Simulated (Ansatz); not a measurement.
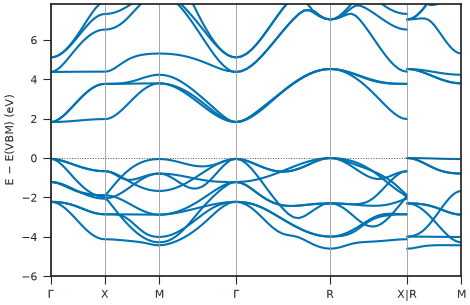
Fig. 1. Band structure from LDA (plane waves, PAW; program Ansatz)

Problem. Read off the gap and where the band edges lie.

Solution. About 1.8 eV (1.83 eV by a search for the band edges); maximum at R, minimum at Γ.

The material is BaTiO$_{3}$ (cubic perovskite, Pm-3m).

This is a known high-temperature phase of the composition, computed here at zero pressure and temperature. Symmetry was held in the LDA relaxation. At this level the phase is dynamically unstable (imaginary phonons). No spin polarisation was allowed. Spin–orbit coupling is left out wherever it is not named.

Potentials: the later of the program's two PAW sets.
